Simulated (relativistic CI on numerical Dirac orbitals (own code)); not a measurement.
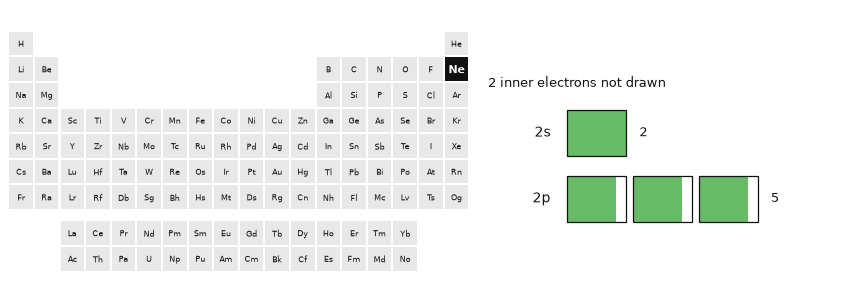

Left, the place of neon in the periodic table; right, the outer shells of the leading configuration of the lowest level: a box for each of the 2l + 1 orbitals, shaded by the share of the shell that is filled, with the electron count at the right.

# Run report: Ne⁺, relativistic CI calculation

Ne⁺. Computed at this level: Dirac-Coulomb-Breit CI, KLI orbitals optimised for each configuration, model QED (radiative potential, 1s self-energy scaled to tabulated hydrogen-like ionisation energies), valence Slater integrals scaled by 0.85, configuration energies shifted to the measured levels that pair with them (semi-empirical) (relativistic CI on numerical Dirac orbitals, in-house).

### The input
```
atom Ne  Z=10  charge=1  electrons=9
nucleus A=20  rms_radius_fm=3.0055
hamiltonian dirac-coulomb  breit=on  qed=on  c_scale=1
orbitals kli  potential=per-configuration
slater_scale 0.85
correlation fit
mixing on
configurations
  [He] 2s2 2p5
  [He] 2s 2p6
  [He] 2s2 2p4 3s
  [He] 2s2 2p4 3p
  [He] 2s2 2p4 3d
  [He] 2s2 2p4 4s
  [He] 2s2 2p4 4p
  [He] 2s2 2p4 4d
  [He] 2s2 2p4 4f
  [He] 2s2 2p3 3s2
  [He] 2s2 2p3 3s 3p
end
```

Hardware: 1 CPU thread, shared host.

Launched within a batch (the task file carries these settings):
```bash
python <driver script> task.json out
```

The program writes its results to a structured record and prints no log; tables and figures of this report are taken from that record.

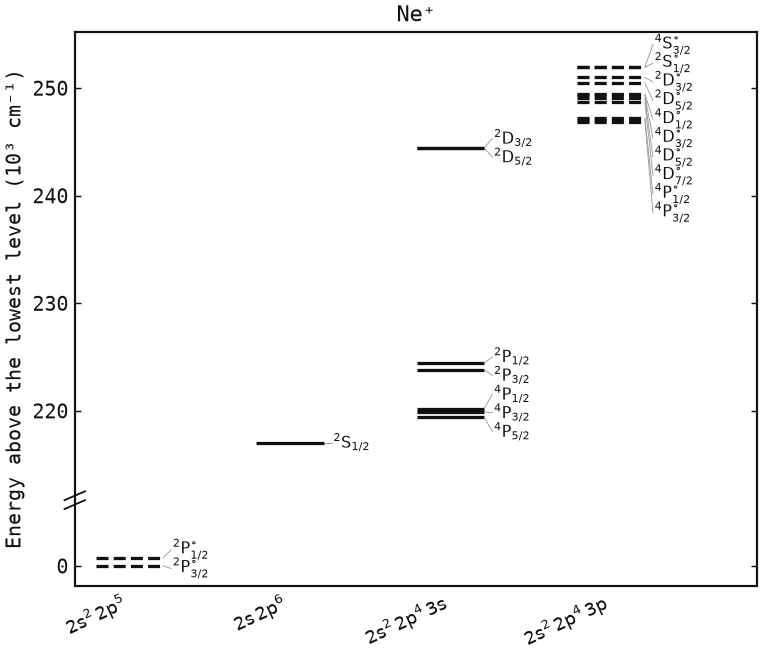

Level diagram of Ne⁺. The lowest level is 2s² 2p⁵ ²P°₃/₂. The first excited level, 2s² 2p⁵ ²P°₁/₂, lies at 764 cm⁻¹. The lowest level of opposite parity, 2s 2p⁶ ²S₁/₂, is at 217,000 cm⁻¹. The levels are close to LS coupling (mean leading weight 99 % in LS and 61 % in jj).

```csv
Configuration,Level,E (cm⁻¹),Lifetime (s; – stable or not computed)
2s² 2p⁵,²P°₃/₂,0,–
2s² 2p⁵,²P°₁/₂,764,1.2×10²
2s 2p⁶,²S₁/₂,"217,000",7.1×10⁻¹¹
2s² 2p⁴ 3s,⁴P₅/₂,"219,400",2.8×10⁻⁶
2s² 2p⁴ 3s,⁴P₃/₂,"219,900",7.0×10⁻⁸
2s² 2p⁴ 3s,⁴P₁/₂,"220,200",2.2×10⁻⁷
2s² 2p⁴ 3s,²P₃/₂,"223,800",2.5×10⁻¹⁰
2s² 2p⁴ 3s,²P₁/₂,"224,400",2.5×10⁻¹⁰
2s² 2p⁴ 3s,²D₅/₂,"244,400",7.1×10⁻¹⁰
2s² 2p⁴ 3s,²D₃/₂,"244,400",7.1×10⁻¹⁰
2s² 2p⁴ 3p,⁴P°₅/₂,"246,800",6.5×10⁻⁹
2s² 2p⁴ 3p,⁴P°₃/₂,"247,000",6.5×10⁻⁹
2s² 2p⁴ 3p,⁴P°₁/₂,"247,200",6.5×10⁻⁹
2s² 2p⁴ 3p,⁴D°₇/₂,"248,700",5.5×10⁻⁹
2s² 2p⁴ 3p,⁴D°₅/₂,"249,100",5.5×10⁻⁹
2s² 2p⁴ 3p,⁴D°₃/₂,"249,300",5.5×10⁻⁹
2s² 2p⁴ 3p,⁴D°₁/₂,"249,500",5.5×10⁻⁹
2s² 2p⁴ 3p,²D°₅/₂,"250,500",6.9×10⁻⁹
```

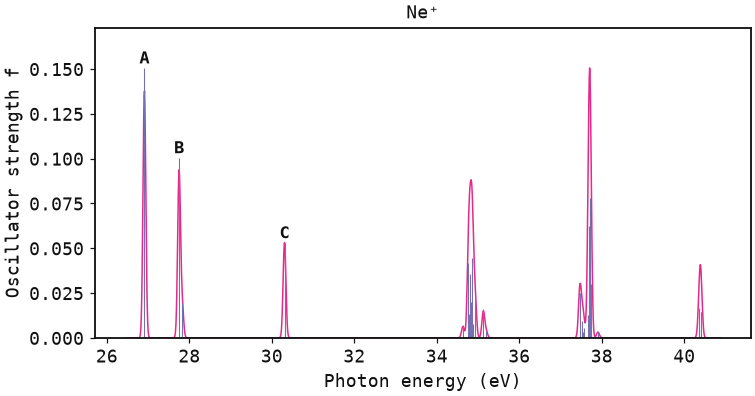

Absorption lines from the lowest level (oscillator strengths f) for Ne⁺. The envelope is a Gaussian of full width 0.08 eV, scaled to the tallest stick. A: 2s 2p⁶ ²S₁/₂ ← 2s² 2p⁵ ²P°₃/₂, 26.91 eV, f = 0.15; B: 2s² 2p⁴ 3s ²P₃/₂ ← 2s² 2p⁵ ²P°₃/₂, 27.75 eV, f = 0.10; C: 2s² 2p⁴ 3s ²D₅/₂ ← 2s² 2p⁵ ²P°₃/₂, 30.31 eV, f = 0.053. The strongest, A, lies in the extreme ultraviolet region.

### Results in brief

```tsv
quantity	value
outcome	converged
lowest level	2s² 2p⁵ ²P°₃/₂
first excited level	2s² 2p⁵ ²P°₁/₂, 764 cm⁻¹
levels computed	204
SCF iterations	103
wall time	1.1 s
```

### Remarks

Caveats: shifts are fitted to measured levels, configurations with none paired borrow a shift and can be misplaced by tens of thousands of cm⁻¹; rates and lifetimes follow the computed energies and can be off by orders of magnitude; one shift a configuration: terms inside it, and wavelengths, can be off by thousands of cm⁻¹; only a limited list of configurations is included, so lower levels can be missing; only lines among the lowest 138 of 204 levels are drawn.
